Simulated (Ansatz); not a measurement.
The starting structures come from a database of crystals and need not be the phases stable at ambient conditions.

 Where the default PAW files enter, the runs use the earlier of Ansatz's two default sets.

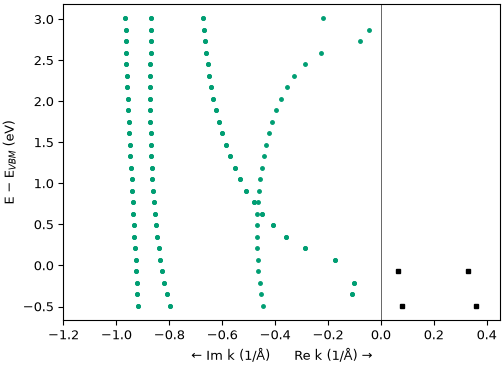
Figure: Complex bands at the centre of the two-dimensional zone; r2SCAN (Ansatz, a quantum-chemistry and plane-wave program)

The gap is the functional's own. No spin-orbit coupling. Mid-gap values are interpolated on the energy grid.

**Question.** This is RbTl(SO4)2 (R32, not sure to be the ambient phase, 12 atoms a cell, 14.9 Å³ an atom) along the normal of (001). Read off the slowest decay at the centre of the two-dimensional zone at 1.33 eV, the computed energy nearest the middle of the gap.

**Answer.** κ ≈ 0.44 1/Å, a decay length 1/(2κ) of the density of 1.1 Å.
